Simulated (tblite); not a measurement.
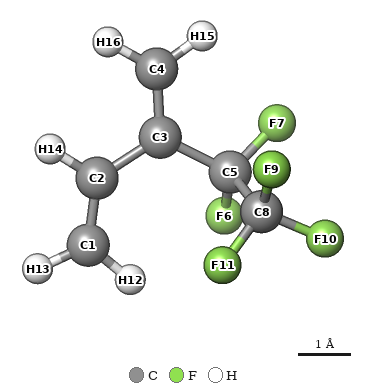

C₆H₅F₅, before the relaxation. A ball-and-stick model, seen from a free direction.

Theory: tblite, GFN2-xTB geometry optimisation, gas phase.

```xyz
16

C     1.4344    1.6877   -0.1588
C     1.3306    0.5854    0.5754
C     0.4702   -0.5702    0.3674
C     0.6047   -1.6289    1.1639
C    -0.5720   -0.5779   -0.7622
F    -0.0006   -0.1734   -1.9476
F    -0.9665   -1.8672   -1.0201
C    -1.8252    0.2705   -0.4757
F    -2.4643   -0.1492    0.6477
F    -2.7382    0.1729   -1.4873
F    -1.5691    1.5838   -0.3226
H     0.8360    1.8692   -1.0504
H     2.1239    2.4739    0.1278
H     2.0031    0.5189    1.4470
H    -0.0083   -2.5194    1.0506
H     1.3337   -1.6672    1.9879
```

> What does the optimiser find from here?

F9 moves most after the best rigid fit: 0.18 Å. Largest moves by element: F 0.18 Å, H 0.17 Å, C 0.10 Å. Some distances before and after: C8–F10 1.366 → 1.330 Å, C5–F6 1.377 → 1.354 Å, C8–F9 1.359 → 1.337 Å, C3–C5 1.537 → 1.515 Å. Bond angles that change, for instance: C3–C5–F6 110.5° → 114.1°, C1–C2–H14 116.0° → 119.2°, C3–C5–C8 114.3° → 111.2°. The energy falls by 3.25 kcal/mol in 58 geometry steps.

Final geometry:

```xyz
16

C     1.4473    1.6940   -0.1943
C     1.3444    0.6028    0.5557
C     0.4852   -0.5549    0.3504
C     0.5079   -1.6038    1.1742
C    -0.5041   -0.5726   -0.7963
F    -0.0142   -0.0777   -1.9575
F    -0.9040   -1.8359   -1.0916
C    -1.7967    0.2173   -0.4372
F    -2.3250   -0.2556    0.6956
F    -2.7236    0.1185   -1.3859
F    -1.5537    1.5153   -0.2480
H     0.8810    1.8632   -1.0921
H     2.1335    2.4757    0.0818
H     1.9607    0.5092    1.4399
H    -0.1221   -2.4637    1.0315
H     1.1758   -1.6230    2.0168
```

After the run, drawn alike:

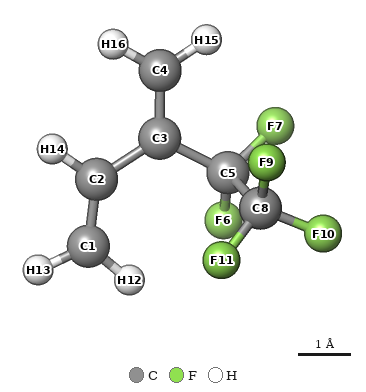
